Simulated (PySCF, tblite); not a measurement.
# C₅H₁₄N₂: a rotation path, then NMR shifts on frames, part 2 of 2

tblite 0.8.0 and PySCF 2.14.0. Atoms count from 0. The steps go on from the part before.

## (5) Shielding tensors: image 4, PBE0/pcSseg-1

The job: settings as JSON, then the geometry in Å.

```
{"job": {"kind": "nmr", "xc": "PBE0", "basis": "pcSseg-1", "pop": false}, "charge": 0, "multiplicity": 1}
C     -2.448900     1.026900     0.448600
C     -0.945700     1.040700     0.719400
N     -0.100500     0.157700    -0.096200
C     -0.775100    -0.638700    -1.097800
C      0.834600    -0.634000     0.686300
C      2.077500    -1.019400    -0.139700
N      2.743000     0.107800    -0.763000
H     -2.888600     0.069100     0.715300
H     -2.914700     1.795800     1.061900
H     -2.680300     1.242800    -0.590200
H     -0.577600     2.065300     0.567500
H     -0.810300     0.801800     1.781400
H     -1.310500     0.009400    -1.787600
H     -0.022500    -1.175400    -1.671100
H     -1.474100    -1.378300    -0.678600
H      0.371200    -1.550800     1.094000
H      1.174400    -0.021300     1.526200
H      1.810400    -1.722200    -0.933000
H      2.791100    -1.523300     0.517800
H      3.076800     0.744900    -0.045600
H      2.061000     0.618200    -1.316200
```

Level: GIAO PBE0/pcSseg-1 NMR shielding, non-relativistic, gas phase.

Log:

```text
coarse grid: 16240 points
cycle   1  E = -307.9322857376  dE =  5.718e-01  |g| = 4.539e-01  |ddm| = 3.796e+00
cycle   2  E = -307.9230874515  dE =  9.198e-03  |g| = 5.147e-01  |ddm| = 9.446e-01
cycle   3  E = -307.9848489389  dE = -6.176e-02  |g| = 5.504e-02  |ddm| = 5.107e-01
cycle   4  E = -307.9853149757  dE = -4.660e-04  |g| = 2.493e-02  |ddm| = 5.275e-02
cycle   5  E = -307.9854380395  dE = -1.231e-04  |g| = 6.065e-03  |ddm| = 2.275e-02
cycle   6  E = -307.9854450028  dE = -6.963e-06  |g| = 1.553e-03  |ddm| = 5.506e-03
final grid: 153232 points
cycle   7  E = -308.0241688846  dE = -5.002e-05  |g| = 9.824e-03  |ddm| = 3.186e-02
cycle   8  E = -308.0241618868  dE =  6.998e-06  |g| = 1.135e-02  |ddm| = 1.739e-02
cycle   9  E = -308.0241923464  dE = -3.046e-05  |g| = 6.285e-04  |ddm| = 9.266e-03
cycle  10  E = -308.0241924172  dE = -7.085e-08  |g| = 2.581e-04  |ddm| = 6.512e-04
cycle  11  E = -308.0241924309  dE = -1.371e-08  |g| = 3.811e-05  |ddm| = 2.072e-04
cycle  12  E = -308.0241924312  dE = -2.922e-10  |g| = 8.518e-06  |ddm| = 4.116e-05
converged SCF energy = -308.0241924312

GIAO shielding tensors (ppm)
atom      isotropic    diamagn.    paramagn.     s11        s22        s33       span
  0 C      173.997     247.763     -73.766    162.982    175.263    183.748     20.766
  1 C      132.549     244.846    -112.298    101.425    121.362    174.858     73.433
  2 N      241.605     326.519     -84.914    180.536    257.024    287.256    106.720
  3 C      153.604     248.556     -94.951    127.751    150.469    182.593     54.841
  4 C      118.191     248.447    -130.256     92.555    116.598    145.419     52.864
  5 C      142.128     246.227    -104.098    118.078    142.099    166.209     48.131
  6 N      236.216     318.863     -82.647    205.457    230.858    272.333     66.876
  7 H       30.291      30.368      -0.077     25.773     29.163     35.938     10.165
  8 H       30.822      27.745       3.077     26.330     27.833     38.304     11.975
  9 H       30.367      30.559      -0.192     25.736     29.585     35.779     10.043
 10 H       28.056      31.769      -3.713     21.445     28.347     34.375     12.931
 11 H       29.222      32.309      -3.087     23.712     30.207     33.747     10.035
 12 H       29.195      32.432      -3.237     24.964     27.067     35.555     10.592
 13 H       29.388      32.606      -3.218     23.737     29.562     34.865     11.128
 14 H       29.834      32.110      -2.276     24.964     27.957     36.580     11.617
 15 H       29.214      32.865      -3.651     24.887     29.180     33.575      8.688
 16 H       29.648      33.869      -4.221     24.867     29.359     34.718      9.851
 17 H       28.835      30.862      -2.027     24.150     28.628     33.727      9.577
 18 H       29.209      29.430      -0.220     24.103     28.249     35.276     11.173
 19 H       31.933      32.594      -0.661     26.030     28.062     41.709     15.680
 20 H       30.021      34.420      -4.399     22.036     30.175     37.853     15.817
```

Wall time 24 s (1 thread of Arm Neoverse V1, shared host); peak memory 0.85 GiB.

In short: δ C4 68.7, C1 54.4, C5 44.8, C3 33.3, H10 3.66, H17 2.88 ppm.

## (6) NMR shieldings: image 6, PBE0/pcSseg-1

The job: settings as JSON, then the geometry in Å.

```
{"job": {"kind": "nmr", "xc": "PBE0", "basis": "pcSseg-1", "pop": false}, "charge": 0, "multiplicity": 1}
C     -2.405300     0.794800     0.699400
C     -0.934900     1.193600     0.526900
N     -0.059700     0.257500    -0.166700
C     -0.694800    -0.427500    -1.271500
C      0.721300    -0.633700     0.670500
C      1.995800    -1.098000    -0.066600
N      2.793200    -0.018100    -0.614900
H     -2.505300    -0.102600     1.305000
H     -2.935100     1.606200     1.193400
H     -2.881900     0.623400    -0.262200
H     -0.901200     2.137500    -0.032700
H     -0.512400     1.384800     1.516300
H     -1.193000     0.302300    -1.907300
H      0.065300    -0.929700    -1.866000
H     -1.427600    -1.182400    -0.947500
H      0.156300    -1.521900     1.005000
H      1.033900    -0.074800     1.557500
H      1.735900    -1.765000    -0.892500
H      2.618400    -1.664500     0.630900
H      3.118600     0.583200     0.136100
H      2.203300     0.551700    -1.213800
```

Level: GIAO PBE0/pcSseg-1 NMR shielding, non-relativistic, gas phase.

Log:

```text
coarse grid: 16240 points
cycle   1  E = -307.9366649419  dE =  5.749e-01  |g| = 4.554e-01  |ddm| = 3.788e+00
cycle   2  E = -307.9279694662  dE =  8.695e-03  |g| = 5.138e-01  |ddm| = 9.294e-01
cycle   3  E = -307.9896765168  dE = -6.171e-02  |g| = 5.400e-02  |ddm| = 4.969e-01
cycle   4  E = -307.9901233987  dE = -4.469e-04  |g| = 2.428e-02  |ddm| = 5.153e-02
cycle   5  E = -307.9902397185  dE = -1.163e-04  |g| = 6.272e-03  |ddm| = 2.250e-02
cycle   6  E = -307.9902472928  dE = -7.574e-06  |g| = 1.479e-03  |ddm| = 5.661e-03
final grid: 153232 points
cycle   7  E = -308.0293389678  dE = -6.129e-05  |g| = 9.819e-03  |ddm| = 3.589e-02
cycle   8  E = -308.0293323354  dE =  6.632e-06  |g| = 1.128e-02  |ddm| = 1.740e-02
cycle   9  E = -308.0293624848  dE = -3.015e-05  |g| = 6.252e-04  |ddm| = 9.135e-03
cycle  10  E = -308.0293625514  dE = -6.664e-08  |g| = 2.810e-04  |ddm| = 6.638e-04
cycle  11  E = -308.0293625676  dE = -1.613e-08  |g| = 4.639e-05  |ddm| = 2.243e-04
cycle  12  E = -308.0293625680  dE = -4.444e-10  |g| = 8.244e-06  |ddm| = 4.989e-05
converged SCF energy = -308.0293625680

GIAO shielding tensors (ppm)
atom      isotropic    diamagn.    paramagn.     s11        s22        s33       span
  0 C      175.442     248.703     -73.261    169.273    172.643    184.411     15.138
  1 C      130.032     244.533    -114.501    103.316    114.249    172.530     69.213
  2 N      235.568     326.622     -91.055    182.953    260.750    263.000     80.047
  3 C      151.789     248.795     -97.006    125.088    150.642    179.635     54.547
  4 C      120.810     248.133    -127.323    101.651    114.042    146.736     45.086
  5 C      142.314     246.438    -104.124    117.065    142.663    167.215     50.150
  6 N      236.742     318.609     -81.867    205.391    229.767    275.069     69.678
  7 H       30.632      30.821      -0.189     26.166     29.398     36.334     10.168
  8 H       31.055      28.309       2.746     26.905     27.910     38.351     11.445
  9 H       30.336      30.582      -0.246     25.463     30.452     35.094      9.631
 10 H       28.156      31.543      -3.387     21.487     28.632     34.350     12.863
 11 H       29.162      32.562      -3.400     23.852     29.781     33.854     10.003
 12 H       29.498      32.002      -2.504     25.883     26.427     36.183     10.299
 13 H       29.244      32.443      -3.199     23.640     29.214     34.877     11.237
 14 H       29.821      32.142      -2.321     25.017     28.429     36.017     10.999
 15 H       28.986      32.955      -3.970     24.381     29.226     33.351      8.970
 16 H       29.600      33.866      -4.266     24.861     29.163     34.776      9.915
 17 H       28.832      30.931      -2.099     24.152     28.574     33.770      9.619
 18 H       29.140      29.537      -0.397     23.939     28.250     35.231     11.293
 19 H       31.998      32.537      -0.539     25.978     28.070     41.947     15.969
 20 H       30.069      34.325      -4.256     22.126     30.244     37.837     15.711
```

Run time: 24 s. Hardware: 1 thread of Arm Neoverse V1, shared host; peak memory 0.85 GiB.

In short: δ C4 66.1, C1 56.9, C5 44.6, C3 35.1, H10 3.56, H17 2.89 ppm.

## (7) Shielding tensors: image 8, PBE0/pcSseg-1

The job: settings as JSON, then the geometry in Å.

```
{"job": {"kind": "nmr", "xc": "PBE0", "basis": "pcSseg-1", "pop": false}, "charge": 0, "multiplicity": 1}
C     -2.191500     0.679500     0.991000
C     -0.947500     1.262400     0.310600
N     -0.066300     0.313100    -0.343600
C     -0.668800    -0.331700    -1.491200
C      0.555400    -0.634900     0.565300
C      1.907200    -1.120500     0.010200
N      2.813100    -0.047200    -0.351000
H     -1.910900    -0.034400     1.762100
H     -2.761300     1.480600     1.454900
H     -2.830700     0.179700     0.267500
H     -1.259800     1.987100    -0.447500
H     -0.352300     1.799200     1.056100
H     -1.137600     0.424400    -2.119000
H      0.107000    -0.826300    -2.074100
H     -1.424300    -1.084100    -1.218600
H     -0.087700    -1.508300     0.768100
H      0.738600    -0.119700     1.512700
H      1.748500    -1.732200    -0.880900
H      2.394500    -1.746700     0.762600
H      3.027000     0.510300     0.470700
H      2.338300     0.566700    -1.006600
```

Method: GIAO PBE0/pcSseg-1 NMR shielding, non-relativistic, gas phase.

Log:

```text
coarse grid: 16240 points
cycle   1  E = -307.9405218204  dE =  5.795e-01  |g| = 4.574e-01  |ddm| = 3.782e+00
cycle   2  E = -307.9322003486  dE =  8.321e-03  |g| = 5.138e-01  |ddm| = 9.293e-01
cycle   3  E = -307.9940500233  dE = -6.185e-02  |g| = 5.417e-02  |ddm| = 4.946e-01
cycle   4  E = -307.9944992374  dE = -4.492e-04  |g| = 2.412e-02  |ddm| = 5.111e-02
cycle   5  E = -307.9946133638  dE = -1.141e-04  |g| = 6.380e-03  |ddm| = 2.235e-02
cycle   6  E = -307.9946212150  dE = -7.851e-06  |g| = 1.497e-03  |ddm| = 5.760e-03
final grid: 153232 points
cycle   7  E = -308.0336223072  dE = -4.791e-05  |g| = 9.913e-03  |ddm| = 2.939e-02
cycle   8  E = -308.0336152858  dE =  7.021e-06  |g| = 1.142e-02  |ddm| = 1.767e-02
cycle   9  E = -308.0336463321  dE = -3.105e-05  |g| = 5.909e-04  |ddm| = 9.394e-03
cycle  10  E = -308.0336463911  dE = -5.903e-08  |g| = 2.634e-04  |ddm| = 5.815e-04
cycle  11  E = -308.0336464051  dE = -1.400e-08  |g| = 3.839e-05  |ddm| = 2.108e-04
cycle  12  E = -308.0336464054  dE = -2.829e-10  |g| = 1.141e-05  |ddm| = 4.493e-05
converged SCF energy = -308.0336464054

GIAO shielding tensors (ppm)
atom      isotropic    diamagn.    paramagn.     s11        s22        s33       span
  0 C      179.833     249.787     -69.954    172.409    180.298    186.791     14.383
  1 C      127.945     245.348    -117.403    104.934    110.249    168.652     63.718
  2 N      229.850     325.788     -95.938    184.857    244.774    259.920     75.064
  3 C      148.208     248.618    -100.411    117.398    142.092    185.132     67.734
  4 C      123.523     249.647    -126.124    108.426    116.225    145.917     37.491
  5 C      142.693     245.677    -102.984    117.998    142.953    167.128     49.129
  6 N      235.094     318.653     -83.559    204.519    229.454    271.311     66.792
  7 H       30.690      31.439      -0.749     25.593     30.803     35.674     10.081
  8 H       31.297      28.833       2.464     27.190     27.969     38.730     11.540
  9 H       30.461      30.836      -0.375     25.301     30.307     35.775     10.474
 10 H       28.708      31.945      -3.237     23.330     28.502     34.293     10.963
 11 H       28.851      32.562      -3.711     22.934     29.295     34.324     11.391
 12 H       29.596      31.599      -2.003     25.740     26.722     36.325     10.585
 13 H       29.043      32.076      -3.034     23.658     28.269     35.201     11.543
 14 H       29.616      31.965      -2.348     25.009     28.189     35.651     10.642
 15 H       29.310      33.630      -4.320     24.780     30.052     33.097      8.317
 16 H       29.591      34.352      -4.761     24.487     29.571     34.715     10.228
 17 H       28.907      30.752      -1.845     24.068     28.747     33.906      9.838
 18 H       29.111      29.571      -0.459     23.828     28.313     35.194     11.366
 19 H       31.991      32.684      -0.693     26.120     28.168     41.686     15.566
 20 H       29.975      34.136      -4.161     22.120     30.056     37.750     15.630
```

Run time: 24 s. Hardware: 1 thread of Arm Neoverse V1, shared host; peak memory 0.85 GiB.

In short: δ C4 63.4, C1 59.0, C5 44.2, C3 38.7, H10 3.01, H11 2.87 ppm.

## (8) Run by run: NMR shifts

Shifts (ppm) of some atoms, chosen among heavy atoms and hydrogens apart, with basis size and wall time:

```
  frame    C4    C1    C3    C0   H10   H14    N2  functions  time
image 0  68.9  58.3  37.7  16.7  2.43  1.18  52.3        189  24 s
image 2  67.6  55.2  36.1  15.1  2.95  1.31  42.1        189  24 s
image 4  68.7  54.4  33.3  12.9  3.66  1.88  26.1        189  24 s
image 6  66.1  56.9  35.1  11.5  3.56  1.90  32.2        189  24 s
image 8  63.4  59.0  38.7   7.1  3.01  2.10  37.9        189  24 s
```

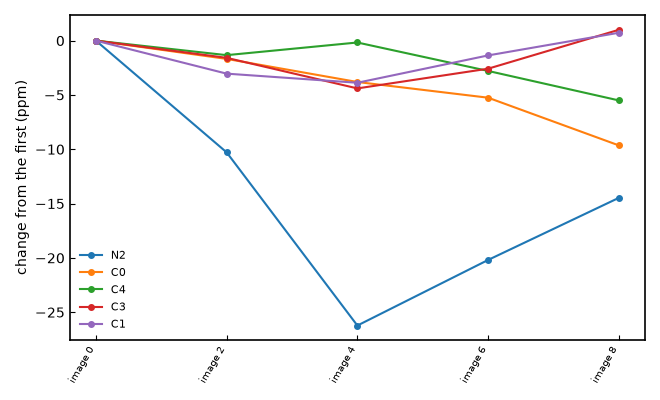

How five of the tabulated atoms move from run to run.

## (9) Results

This closing draws on all 2 parts.

```
                                       quantity                                                                                    value
                       lowest and highest image                                                                      -0.039 and 0.205 eV
¹³C shifts against TMS (PBE0/pcSseg-1, image 0)                                                         68.9, 58.3, 44.2, 37.7, 16.7 ppm
 ¹H shifts against TMS (PBE0/pcSseg-1, image 0)  2.88, 2.59, 2.49, 2.49, 2.43, 2.31, 2.22, 2.14, 1.74, 1.39, 1.18, 1.12, 1.07, -0.20 ppm
¹⁵N shifts against NH3 (PBE0/pcSseg-1, image 0)                                                                           52.3, 34.0 ppm
                       range of the shift of N2                                                                         26.1 to 52.3 ppm
```

The band dips 0.9 kcal/mol below its start, so the start is not the lowest point of the turn; from the lowest image the climb to the highest is 5.6 kcal/mol (GFN2-xTB, rough). Shifts at one fixed geometry are not the observed spectrum, which averages over the motion. In the first frame run (image 0): The widest tensor belongs to C3: span 73 ppm, with a paramagnetic part of -100 ppm. In ppm, N2 moves most: its shift spreads over 26.2 ppm, from 26.1 (image 4) to 52.3 (image 0).
